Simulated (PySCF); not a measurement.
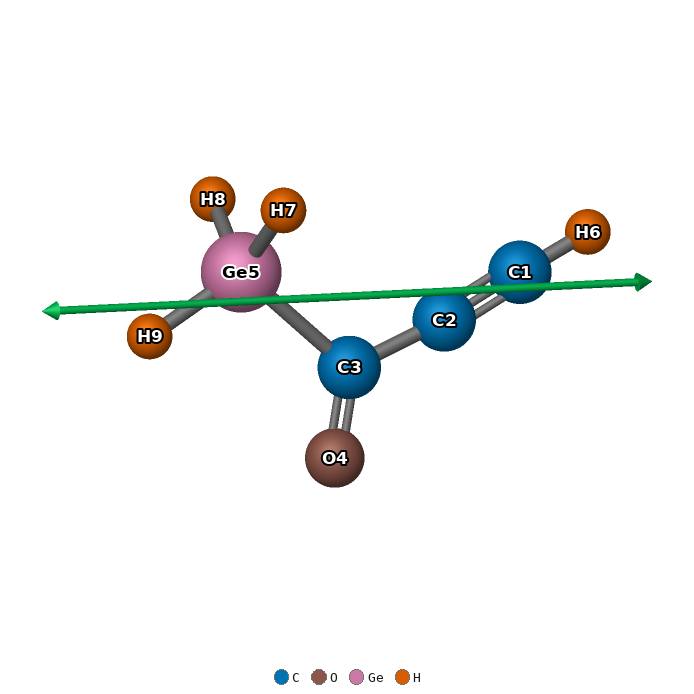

The double arrow shows the direction of the transition dipole to excited singlet state 4 (its length means nothing). The computed structure is the end point of a PBE0-D3(BJ)/def2-SVP optimisation. No frequency run is at hand to confirm it as a minimum. Level of theory: TDDFT PBE0/def2-TZVPD, vertical, gas phase, core orbitals frozen in the response (PySCF 2.14.0).

> How is the transition polarised?

Close to the long direction C1···Ge5.

> Give its energy, strength and character.

5.96 eV (208 nm), oscillator strength 0.073, mainly HOMO → LUMO+1 (weight 0.90); transition dipole 1.79 D.
